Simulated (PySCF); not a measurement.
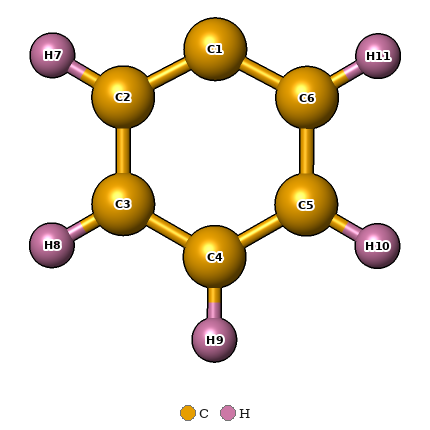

First-order isotropic EPR spectrum (fast tumbling, first derivative) of C₆H₅, SMILES [c]1ccccc1, doublet at 9.50 GHz, Lorentzian lines of 0.06 mT full width at half height, from computed g and hyperfine couplings (B3LYP/pcH-1 in PySCF 2.14.0, at a GFN2-xTB geometry (no frequency check), gas phase); values of one conformer, averaged over methyl-type rotors alone; no vibrational averaging; dilute isotopes left out. The SMILES is one Lewis form and needn't show where the spin sits.

**Give g and the hyperfine couplings.**

g_iso = 2.0022, which centres the spectrum at 339.0 mT; it spans 5.4 mT.

```csv
nuclei,isotope,a (mT),a (MHz)
"H7, H11",¹H,2.02,56.7
"H8, H10",¹H,0.55,15.5
H9,¹H,0.25,6.9
```

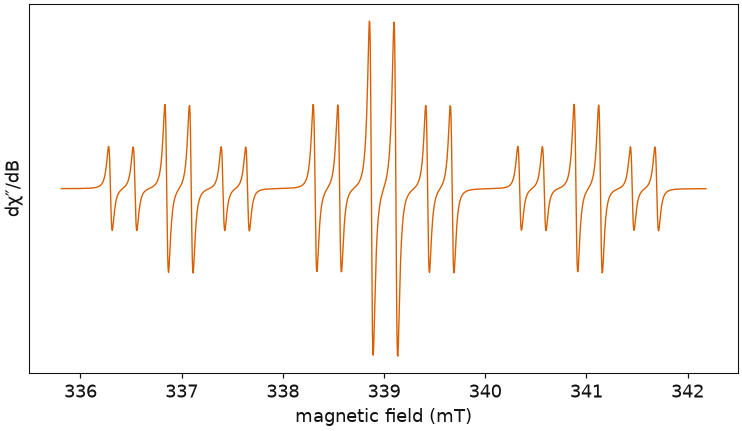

Caveats: the tight-binding geometry is rougher than a DFT one and adds to the error.
